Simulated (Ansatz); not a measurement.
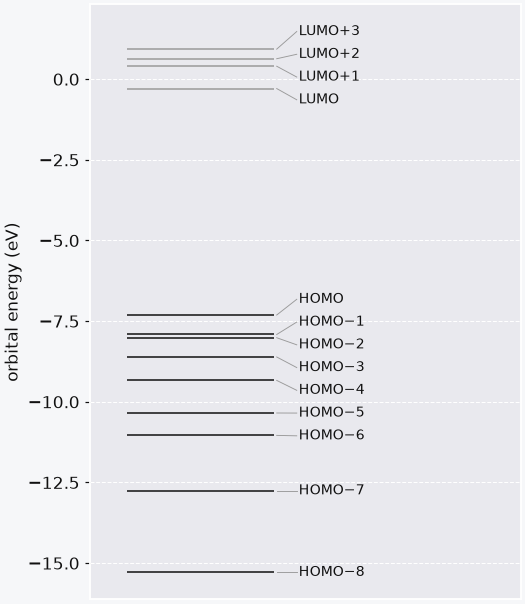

Kohn-Sham orbital energies near the frontier, LDA (SPW92)/def2-TZVPP in the Ansatz code, at a PBE0-D4/def2-TZVP geometry (a minimum by its frequencies), isolated molecule; empty levels in grey, levels within 0.03 eV side by side.

### Which molecule has this level scheme?
A. C₂H₈Si, SMILES CC[SiH3]
B. C₃H₉MgN, SMILES C[CH](C)[Mg][NH2], singlet
C. VH₂SO₂F, SMILES [OH][V]([OH])([F])=[S], singlet

A. HOMO −7.31 eV, LUMO −0.29 eV, separation 7.02 eV.

Caveats: empty levels above zero depend strongly on the basis.
